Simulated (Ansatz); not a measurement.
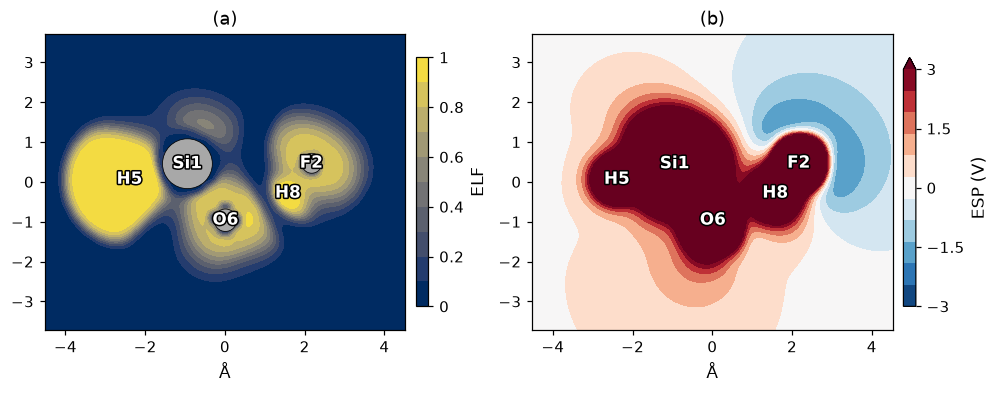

H4OSi···HF. (a) ELF; (b) electrostatic potential on the plane of atoms H5, Si1 and O6. Grey discs cover the atomic cores in the ELF map.

These are results of RKS PBE-D4/6-31G* (Ansatz), not measurements.

```xyz
8

Si   -0.3790   -0.1075   -0.4917
F    -0.2459    0.6817    2.5250
H     0.8199   -0.8756   -0.0278
H    -0.0888    1.3499   -0.5816
H    -0.7902   -0.6421   -1.8348
O    -1.7003   -0.2439    0.5825
H    -2.0696   -1.1453    0.6497
H    -0.9971    0.3530    2.0220
```

What do the fields say about this system?

- Atoms in the plane: Si, F, H and O.
- O6···H8 (1.71 Å): the ELF dips to about 0.20 between them: a closed-shell contact with the geometry of a hydrogen bond.
- Si–O (1.71 Å): the ELF peaks at about 0.85 between the atoms; a polar covalent bond.
- F–H (0.96 Å): the ELF climbs to about 1 towards the hydrogen, as it does in any bond to H; an ordinary covalent bond to hydrogen.
- Si–H (1.50 Å): the ELF climbs to about 1 towards the hydrogen.
- The ELF also peaks beside O6 and F2, away from the bonds: lone-pair regions.
- Outside the dense part of the complex the potential is most negative (−1.8 V) near F2.
